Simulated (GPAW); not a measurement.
# GaAs (F-43m): G0W0 with GPAW, start to end

How does a plane-wave GW calculation on GaAs (F-43m) run from the first input to the gap?

Program: GPAW 26.7.0. Level of theory: PBE and many-body steps on it, plane waves. Results are calculated unless marked as measured.

**The experiments to reproduce.**

- Gap 1.51 eV: band-edge emission energy from PL (direct gap at Gamma); photoluminescence, 633 nm excitation; 77 K; bulk crystal (MBE GaAs matrix around a thin InAs wetting layer on semi-insulating GaAs (100)) (“Photoluminescence of InAs/GaAs quantum dots under direct two-photon excitation”, 2020, pmc:7331710).

- Gap 1.418 ± 0.005 eV: direct gap E0 at Gamma from PR; modulated photoreflectance, low-field lineshape fit; 300 K; bulk crystal (semi-insulating GaAs(001) reference substrate) (“Evidence of valence band perturbations in GaAsN/GaAs(001): A combined variable-angle spectroscopic ellipsometry and modulated photoreflectance investigation”, 2008, arxiv:0805.2212).

- Gap 1.42 eV: band-edge photoluminescence emission energy of the GaAs substrate; time-integrated photoluminescence; 300 K; bulk crystal ((001) GaAs substrate beneath GaBiAs epilayers) (“Investigation of the anisotropic electron g factor as a probe of the electronic structure of GaBixAs1-x/GaAs epilayers”, 2014, arxiv:1409.8467).

- Gap 1.412 ± 0.01 eV: direct gap E0 at Gamma from ellipsometry; variable-angle spectroscopic ellipsometry, parametric critical-point fit; 300 K; bulk crystal (semi-insulating GaAs(001) reference substrate with native oxide) (“Evidence of valence band perturbations in GaAsN/GaAs(001): A combined variable-angle spectroscopic ellipsometry and modulated photoreflectance investigation”, 2008, arxiv:0805.2212).

### Step 1. The structure

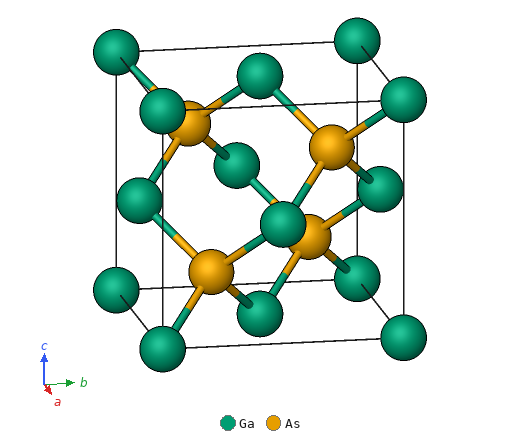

Start, viewed slightly off an axis; gallium teal, arsenic orange. This picture shows the conventional cell, with its axes. Bonds to atoms that aren't drawn are left out. Some periodic images of atoms are drawn too.

The cell and positions come from the Crystallography Open Database and are kept as given unless a step says otherwise.

### Step 2. Ground state

This step: GPAW 26.7.0; DFT, PBE, plane waves, PAW.

The ground-state density comes first.

Contents of run.py:

```python
import json
import numpy as np
from gpaw.mpi import world
from ase import Atoms
from gpaw import GPAW, PW, FermiDirac

atoms = Atoms(['Ga', 'As'],
    cell=[[0.0000000000, 2.8268500000, 2.8268500000],
      [2.8268500000, 0.0000000000, 2.8268500000],
      [2.8268500000, 2.8268500000, 0.0000000000]],
    scaled_positions=[[0.0000000000, 0.0000000000, 0.0000000000],
      [0.2500000000, 0.2500000000, 0.2500000000]],
    pbc=(True, True, True))
calc = GPAW(mode=PW(450),
    xc='PBE',
    kpts={'size': (8, 8, 8), 'gamma': True},
    occupations=FermiDirac(0.001),
    nbands=-7,
    convergence={'density': 1e-6, 'bands': -3},
    maxiter=100,
    txt='gs.txt')
atoms.calc = calc
res = {'energy': atoms.get_potential_energy()}
kpts = calc.get_ibz_k_points()
res['kpts'] = kpts
res['eigenvalues'] = [calc.get_eigenvalues(kpt=k) for k in range(len(kpts))]
res['n_electrons'] = calc.get_number_of_electrons()
calc.write('gs.gpw')

if world.rank == 0:
    with open('result.json', 'w') as f:
        json.dump(res, f, default=lambda x: x.tolist())
```

Command:

```
$ mpirun -n 8 gpaw python run.py
```

Numbers of over 12 decimals in the logs are rounded to 6 here.

The program printed:

```text
__  _  _
 | _ |_)|_||  |
 |__||  | ||/\| - 26.7.0

Input parameters:
  mode=PW(ecut=450.000000),
  convergence={'density': 1e-06, 'bands': -3},
  kpts=MonkhorstPack(size=(8, 8, 8), gamma=True),
  maxiter=100,
  nbands=-7,
  occupations=Occupations(name='fermi-dirac', width=0.001, fixmagmom=False),
  xc=XC(name='PBE')
  [... matrices ...]
Diagonalizing LCAO Hamiltonian
Converting LCAO to pw mode

           As

       Ga

Atoms  # Å, Bohr magnetons
|   | symbol |        x |        y |        z |    initial magnetic moments |
| 0 |     Ga | 0.000000 | 0.000000 | 0.000000 | ( 0.0000,  0.0000,  0.0000) |
| 1 |     As | 1.413425 | 1.413425 | 1.413425 | ( 0.0000,  0.0000,  0.0000) |

Unit cell  # Å
| periodic |        x |        y |        z |  lengths |    angles |
|      yes | 0.000000 | 2.826850 | 2.826850 | 3.997770 | 60.000000 |
|      yes | 2.826850 | 0.000000 | 2.826850 | 3.997770 | 60.000000 |
|      yes | 2.826850 | 2.826850 | 0.000000 | 3.997770 | 60.000000 |

Number of symmetries: 24
Symmetry operations  # r_c * U_cc + t_c -> r_c
|    | kind |            matrix            |
|  0 |  E   |  1, 0, 0,  0, 1, 0,  0, 0, 1 |
|  1 |  σ   |  1, 0, 0,  0, 0, 1,  0, 1, 0 |
|  2 |  σ   |  1, 0,-1,  0, 1,-1,  0, 0,-1 |
|  3 |  C3  |  1, 0,-1,  0, 0,-1,  0, 1,-1 |
|  4 |  C3  |  1,-1, 0,  0,-1, 1,  0,-1, 0 |
|  5 |  σ   |  1,-1, 0,  0,-1, 0,  0,-1, 1 |
|  6 |  σ   |  0, 1, 0,  1, 0, 0,  0, 0, 1 |
|  7 |  C3  |  0, 1, 0,  0, 0, 1,  1, 0, 0 |
|  8 |  C2  |  0, 1,-1,  1, 0,-1,  0, 0,-1 |
|  9 |  S4  |  0, 1,-1,  0, 0,-1,  1, 0,-1 |
| 10 |  C3  |  0, 0, 1,  1, 0, 0,  0, 1, 0 |
| 11 |  σ   |  0, 0, 1,  0, 1, 0,  1, 0, 0 |
| 12 |  S4  |  0, 0,-1,  1, 0,-1,  0, 1,-1 |
| 13 |  C3  |  0, 0,-1,  0, 1,-1,  1, 0,-1 |
| 14 |  S4  |  0,-1, 1,  1,-1, 0,  0,-1, 0 |
| 15 |  C2  |  0,-1, 1,  0,-1, 0,  1,-1, 0 |
| 16 |  C3  |  0,-1, 0,  1,-1, 0,  0,-1, 1 |
| 17 |  S4  |  0,-1, 0,  0,-1, 1,  1,-1, 0 |
| 18 |  S4  | -1, 1, 0, -1, 0, 1, -1, 0, 0 |
| 19 |  C3  | -1, 1, 0, -1, 0, 0, -1, 0, 1 |
| 20 |  C3  | -1, 0, 1, -1, 1, 0, -1, 0, 0 |
| 21 |  S4  | -1, 0, 1, -1, 0, 0, -1, 1, 0 |
| 22 |  σ   | -1, 0, 0, -1, 1, 0, -1, 0, 1 |
| 23 |  C2  | -1, 0, 0, -1, 0, 1, -1, 1, 0 |

BZ-sampling:
  Number of BZ points: 512
  Number of IBZ points: 29

  Monkhorst-Pack size: [8, 8, 8]
  Monkhorst-Pack shift: [0.0625, 0.0625, 0.0625]

K-points  # in reciprocal-cell coordinates
|     |                                coordinates |     weight |
|   0 | (  0.00000000,   0.00000000,   0.00000000) | 0.00195312 |
|   1 | (  0.12500000,   0.12500000,   0.00000000) | 0.01171875 |
|   2 | (  0.12500000,   0.12500000,   0.12500000) | 0.01562500 |
|   3 | (  0.25000000,   0.12500000,   0.12500000) | 0.02343750 |
|   4 | (  0.25000000,   0.25000000,   0.00000000) | 0.01171875 |
|   5 | (  0.25000000,   0.25000000,   0.12500000) | 0.04687500 |
|   6 | (  0.25000000,   0.25000000,   0.25000000) | 0.01562500 |
|   7 | (  0.37500000,   0.25000000,  -0.37500000) | 0.04687500 |
|   8 | (  0.37500000,   0.25000000,   0.12500000) | 0.04687500 |
|   9 | (  0.37500000,   0.25000000,   0.25000000) | 0.04687500 |
| ... |                                            |            |
|  28 | (  0.50000000,   0.50000000,   0.50000000) | 0.00781250 |

Plane wave coefficients: 995
Cutoff: 450.000000 eV

Spin-components: 1 (collinear spins)
Bands:           11
Projectors:      10
Spin-degeneracy: 2
Datatype:        complex128

  Storage: CPU
  Wave functions: 4_802_864 bytes (600_358 per core)
  Projectors: 9_169_104 bytes (1_146_138 per core)
  [... matrices ...]
Parallelization:
  kpt:    8
  domain: 1
  band:   1

Density:
  Valence electrons: 8.0
  Components: 1
  Grid points: [20 20 20]
  Charge: 0.0  # |e|

Potential:
  Grid points: [20 20 20]

species:
  Ga:
    name:    Gallium
    Z:       31.0
    valence: 3
    core:    28
    charge:  0.0  # [|e|]
    compensation charges:
      type: gauss
      rc: 0.37  # [Å]
      lmax: 2
    cutoffs:
      filter: 2.06  # [Å]
      core: 4.17  # [Å]
    projectors
    | kind |    occ | energy [eV] | rcut [Å] |
    |   4s |  2.000 |      -8.945 |    1.164 |
    |   4p |  1.000 |      -2.580 |    1.164 |
    |    s |        |      18.266 |    1.164 |
    |    p |        |      24.631 |    1.164 |
    |    d |        |       0.000 |    1.164 |

    Using partial waves for Ga as LCAO basis

  As:
    name:    Arsenic
    Z:       33.0
    valence: 5
    core:    28
    charge:  0.0  # [|e|]
    compensation charges:
      type: gauss
      rc: 0.33  # [Å]
      lmax: 2
    cutoffs:
      filter: 1.87  # [Å]
      core: 2.96  # [Å]
    projectors
    | kind |    occ | energy [eV] | rcut [Å] |
    |   4s |  2.000 |     -14.487 |    1.058 |
    |   4p |  3.000 |      -5.196 |    1.058 |
    |    s |        |      12.725 |    1.058 |
    |    p |        |      22.016 |    1.058 |
    |    d |        |       0.000 |    1.058 |

    Using partial waves for As as LCAO basis

Reference energy: -114387.645129  # eV

eigensolver:
  PPCG
  Converge bands: -3
  niter=2

density mixing:
  MSR1-Mixer
  Pratt-step length: 0.05
  Maximum mixing coefficient: 0.75
  Old densities: 10
  SVD Regularization: 0.005
  Good broyden scale: 1.0
  Trust region scale: 1.0
  Backstep threshold: 4.0
  History deletion threshold: 6.0
  Fourier metric: weight=20.0, sigma=0.015

occupation numbers:
  Fermi-Dirac:
    width: 0.0010  # eV

poisson solver:
  ecut: 3600.000000  # eV

xc functional:
  name: PBE with 2 nearest neighbor stencil

Initialization done in: 0.825 s

convergence criteria:
- Maximum integral of absolute [dens]ity change: 1e-06 electrons / valence electron
- Maximum [total energy] change in last 3 cyles: 0.0005 eV / valence electron
- Maximum integral of absolute [eigenst]ate change: 4e-08 eV^2 / valence electron
maximum number of iterations: 100

SCF iterations
|iter     |     time |      energy | eigst |  dens |
|iter:   1|  |   -8.316320 | +0.83 |       |
|iter:   2|  |   -8.299042 | -0.89 | -0.89 |
|iter:   3|  |   -8.226448 | -1.89 | -0.93 |
|iter:   4|  |   -8.228217 | -3.47 | -1.52 |
|iter:   5|  |   -8.228468c| -4.39 | -2.05 |
|iter:   6|  |   -8.228485c| -5.53 | -2.81 |
|iter:   7|  |   -8.228486c| -7.17 | -3.55 |
|iter:   8|  |   -8.228486c| -8.21c| -4.10 |
|iter:   9|  |   -8.228486c| -8.83c| -5.41 |
|iter:  10|  |   -8.228486c| -9.30c| -5.84 |
|iter:  11|  |   -8.228486c|-10.25c| -7.02c|

Converged in 11 steps
SCF loop duration: 1.087 s (0.099 s/step)
Energy contributions relative to reference atoms: (reference = -114387.645129)
  [... matrices ...]
Energy contributions:
  Kinetic:          26.974889
  Coulomb:         -23.863253
  Zero:              0.019023
  External:          0.000000
  Xc:              -11.359144
  Entropy:          -0.000000
  Spinorbit:         0.000000
  ----------------------------
  Free energy:      -8.228486
  Extrapolated:     -8.228486

dipole moment: (-17.920499, -17.920499, -17.920499)  # |e|*Ang

Fermi level: 4.952
Eigenvalues  # (at kpt = [0.000, 0.000, 0.000])
| band index |      eig [eV] | occ [0-2] |
|          0 |        -7.775 |     2.000 |
|          1 |         4.921 |     2.000 |
|          2 |         4.921 |     2.000 |
|          3 |         4.921 |     2.000 |
|          4 |         5.508 |     0.000 |
|          5 |         8.695 |     0.000 |
|          6 |         8.695 |     0.000 |
|          7 |         8.695 |     0.000 |
|          8 |        12.577 |     0.000 |
|          9 |        15.009 |     0.000 |
|         10 |        15.009 |     0.000 |

Gap: 0.587 eV
Transition (v -> c):
  (s=0, k=0, n=3, [0.00, 0.00, 0.00]) -> (s=0, k=0, n=4, [0.00, 0.00, 0.00])
No difference between direct/indirect transitions
# Writing to gs.gpw (mode='')
  [... matrices ...]
```

It took 3.7 s on 8 MPI ranks of Arm Neoverse V1, shared host; peak memory 0.92 GiB.

Numbers from this step:

```
total energy               : -8.228 eV
gap                        : 0.5868 eV
k of the valence top       : 0, 0, 0
k of the conduction bottom : 0, 0, 0
least direct gap           : 0.5868 eV
```

The gap is direct, at Γ.

### Step 3. Bands along the symmetry lines

The cheap functional maps the bands first; the places of the edges decide which points the dearer methods must see.

Contents of run.py:

```python
import json
import numpy as np
from gpaw.mpi import world
from gpaw import GPAW

path = [[0.000000, 0.000000, 0.000000],
    [-0.062500, -0.062500, 0.000000],
    [-0.125000, -0.125000, 0.000000],
    [-0.187500, -0.187500, 0.000000],
    [-0.250000, -0.250000, 0.000000],
    [-0.312500, -0.312500, 0.000000],
    [-0.375000, -0.375000, 0.000000],
    [-0.437500, -0.437500, 0.000000],
    [-0.500000, -0.500000, 0.000000],
    [-0.484375, -0.484375, 0.031250],
    [-0.468750, -0.468750, 0.062500],
    [-0.453125, -0.453125, 0.093750],
    [-0.437500, -0.437500, 0.125000],
    [-0.421875, -0.421875, 0.156250],
    [-0.406250, -0.406250, 0.187500],
    [-0.390625, -0.390625, 0.218750],
    [-0.375000, -0.375000, 0.250000],
    [-0.375000, 0.000000, 0.375000],
    [-0.328125, 0.000000, 0.328125],
    [-0.281250, 0.000000, 0.281250],
    [-0.234375, 0.000000, 0.234375],
    [-0.187500, 0.000000, 0.187500],
    [-0.140625, 0.000000, 0.140625],
    [-0.093750, 0.000000, 0.093750],
    [-0.046875, 0.000000, 0.046875],
    [0.000000, 0.000000, 0.000000],
    [0.000000, 0.000000, 0.062500],
    [0.000000, 0.000000, 0.125000],
    [0.000000, 0.000000, 0.187500],
    [0.000000, 0.000000, 0.250000],
    [0.000000, 0.000000, 0.312500],
    [0.000000, 0.000000, 0.375000],
    [0.000000, 0.000000, 0.437500],
    [-0.000000, -0.000000, 0.500000],
    [-0.062500, -0.031250, 0.468750],
    [-0.125000, -0.062500, 0.437500],
    [-0.187500, -0.093750, 0.406250],
    [-0.250000, -0.125000, 0.375000],
    [-0.312500, -0.156250, 0.343750],
    [-0.375000, -0.187500, 0.312500],
    [-0.437500, -0.218750, 0.281250],
    [-0.500000, -0.250000, 0.250000],
    [-0.500000, -0.281250, 0.218750],
    [-0.500000, -0.312500, 0.187500],
    [-0.500000, -0.343750, 0.156250],
    [-0.500000, -0.375000, 0.125000],
    [-0.500000, -0.406250, 0.093750],
    [-0.500000, -0.437500, 0.062500],
    [-0.500000, -0.468750, 0.031250],
    [-0.500000, -0.500000, 0.000000]]
calc = GPAW('gs.gpw').fixed_density(kpts=path,
    symmetry='off',
    nbands=14,
    convergence={'bands': 10},
    txt='bands.txt')
res = {}
kpts = calc.get_ibz_k_points()
res['kpts'] = kpts
res['eigenvalues'] = [calc.get_eigenvalues(kpt=k) for k in range(len(kpts))]
res['n_electrons'] = calc.get_number_of_electrons()

if world.rank == 0:
    with open('result.json', 'w') as f:
        json.dump(res, f, default=lambda x: x.tolist())
```

Command:

```
$ mpirun -n 8 gpaw python run.py
```

The program printed:

```text
Diagonalizing LCAO Hamiltonian
Converting LCAO to pw mode
convergence criteria:
- Maximum integral of absolute [eigenst]ate change: 4e-08 eV^2 / valence electron
maximum number of iterations: 100

SCF iterations
|iter     |     time |      energy | eigst |  dens |
|iter:   1|  |             | +1.70 |       |
|iter:   2|  |             | +0.36 |       |
|iter:   3|  |             | -0.77 |       |
|iter:   4|  |             | -1.77 |       |
|iter:   5|  |             | -3.39 |       |
|iter:   6|  |             | -4.99 |       |
|iter:   7|  |             | -6.44 |       |
|iter:   8|  |             | -8.04c|       |
SCF steps: 8
  __  _  _
 | _ |_)|_||  |
 |__||  | ||/\| - 26.7.0

Input parameters:
  mode=PW(ecut=450.000000),
  convergence={'bands': 10},
  gpts=array([20, 20, 20]),
  kpts=KPoints(kpts=array([[ 0.      ,  0.      ,  0.      ],
         [-0.0625  , -0.0625  ,  0.      ],
         [-0.125   , -0.125   ,  0.      ],
         [-0.1875  , -0.1875  ,  0.      ],
[...]
[-0.484375, -0.484375,  0.03125 ],
[...]
[-0.453125, -0.453125,  0.09375 ],
[...]
[-0.421875, -0.421875,  0.15625 ],
[...]
[-0.390625, -0.390625,  0.21875 ],
[...]
[-0.328125,  0.      ,  0.328125],
[...]
[-0.234375,  0.      ,  0.234375],
[...]
[-0.140625,  0.      ,  0.140625],
[...]
[-0.046875,  0.      ,  0.046875],
         [ 0.      ,  0.      ,  0.      ],
         [ 0.      ,  0.      ,  0.0625  ],
         [ 0.      ,  0.      ,  0.125   ],
[...]
[ 0.      ,  0.      ,  0.375   ],
         [ 0.      ,  0.      ,  0.4375  ],
[...]
[-0.5     , -0.4375  ,  0.0625  ],
         [-0.5     , -0.46875 ,  0.03125 ],
         [-0.5     , -0.5     ,  0.      ]])),
  maxiter=100,
  nbands=14,
  occupations=Occupations(name='fermi-dirac', width=0.001, fixmagmom=False),
  parallel={},
  symmetry=Symmetry(point_group=False, time_reversal=False),
  xc=XC(name='PBE')
```

The job ended after 3.5 s (8 MPI ranks; peak memory 0.92 GiB).

This step gave:

```
gap                        : 0.5868 eV
k of the valence top       : 0, 0, 0
k of the conduction bottom : 0, 0, 0
least direct gap           : 0.5868 eV
```

The gap is 0.587 eV, as in the run before at this level.

Electronic bands along the path, in eV, zero at the top of the highest filled band; v1 is the highest filled band, c1 the lowest empty one:

```csv
point,v4,v3,v2,v1,c1,c2,c3,c4
Γ,-12.70,0.00,0.00,0.00,0.59,3.77,3.77,3.77
X,-10.34,-6.79,-2.66,-2.66,1.48,1.68,10.22,10.22
U,-10.39,-6.59,-3.85,-2.25,1.98,4.68,8.01,8.11
jump to K,-10.39,-6.59,-3.85,-2.25,1.98,4.68,8.01,8.11
Γ,-12.70,0.00,0.00,0.00,0.59,3.77,3.77,3.77
L,-11.06,-6.61,-1.13,-1.13,1.05,4.67,4.67,7.79
W,-10.30,-6.59,-3.54,-3.33,4.67,4.75,5.46,6.08
X,-10.34,-6.79,-2.66,-2.66,1.48,1.68,10.22,10.22
```

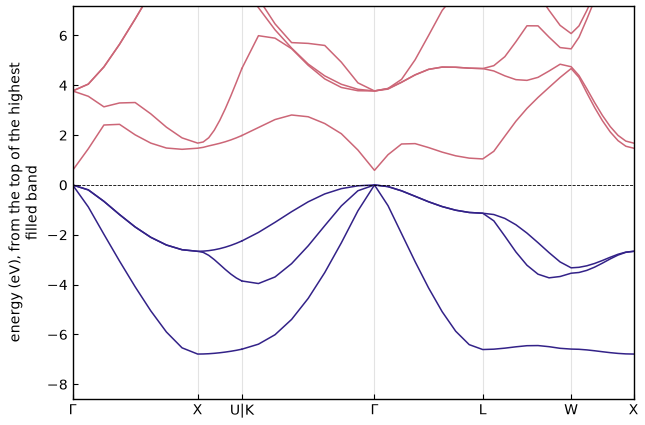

Electronic bands along the path; lines of filled and empty bands in two colours.

### Step 4. Empty states on the mesh, 4×4×4 mesh, 198 bands

The sums over transitions need many empty states on a uniform mesh; this step solves for them.

Contents of run.py:

```python
import json
import numpy as np
from gpaw.mpi import world
from gpaw import GPAW

calc = GPAW('gs.gpw').fixed_density(kpts={'size': (4, 4, 4), 'gamma': True},
    parallel={'domain': 1, 'band': 1},
    txt='nscf.txt')
calc.diagonalize_full_hamiltonian(nbands=198)
calc.write('full.gpw', mode='all')
res = {}
kpts = calc.get_ibz_k_points()
res['kpts'] = kpts
res['eigenvalues'] = [calc.get_eigenvalues(kpt=k) for k in range(len(kpts))]
res['n_electrons'] = calc.get_number_of_electrons()

if world.rank == 0:
    with open('result.json', 'w') as f:
        json.dump(res, f, default=lambda x: x.tolist())
```

Command:

```
$ mpirun -n 8 gpaw python run.py
```

The program printed:

```text
Diagonalizing LCAO Hamiltonian
Converting LCAO to pw mode
convergence criteria:
- Maximum integral of absolute [eigenst]ate change: 4e-08 eV^2 / valence electron
maximum number of iterations: 100

SCF iterations
|iter     |     time |      energy | eigst |  dens |
|iter:   1|  |             | +0.91 |       |
|iter:   2|  |             | -1.12 |       |
|iter:   3|  |             | -2.88 |       |
|iter:   4|  |             | -4.47 |       |
|iter:   5|  |             | -5.55 |       |
|iter:   6|  |             | -6.64 |       |
|iter:   7|  |             | -7.27 |       |
|iter:   8|  |             | -8.33c|       |
SCF steps: 8
  __  _  _
 | _ |_)|_||  |
 |__||  | ||/\| - 26.7.0

Input parameters:
  mode=PW(ecut=450.000000),
  convergence={'density': 1e-06, 'bands': -3},
  gpts=array([20, 20, 20]),
  kpts=MonkhorstPack(size=(4, 4, 4), gamma=True),
  maxiter=100,
  nbands=11,
  occupations=Occupations(name='fermi-dirac', width=0.001, fixmagmom=False),
  parallel={'domain': 1, 'band': 1},
  xc=XC(name='PBE')
Matrix size: 941x941
# Writing to full.gpw (mode='all')
  [... matrices ...]

timing:  # [seconds]
  Total: 1.206  # ━━━━━━━━━━━━━━━━━━━━━━━━━━━━━━━━━━━━━━━━━━━━━━━━━━━━━━━━━━━
```

Elapsed: 3.9 s, on 8 MPI ranks; peak memory 0.93 GiB.

This step gave:

```
gap                                                           : 0.5868 eV
k of the valence top                                          : 0, 0, 0
k of the conduction bottom                                    : 0, 0, 0
least direct gap                                              : 0.5868 eV
k points computed                                             : 8
lowest point of the top converged band, above the valence top : 139.6288 eV
```

On this mesh the gap is 0.587 eV.

[end of part 1 of 2]

[Paths, hosts, dates, memory and timing lines, banners, echoed tables and standing remarks are left out of the program output.]

[Logs are printed without paths, hosts, clocks, repeated set-up lines and the standing remarks that a program may print on its own settings, such as how far it seeks lower states.]

[Runs of the session that timed out or met a known fault of the program may be left out.]

[Hosts, paths, dates, database ids (printed as entryN), source tags and the programs' standing remarks are cut or masked in the printed files.]
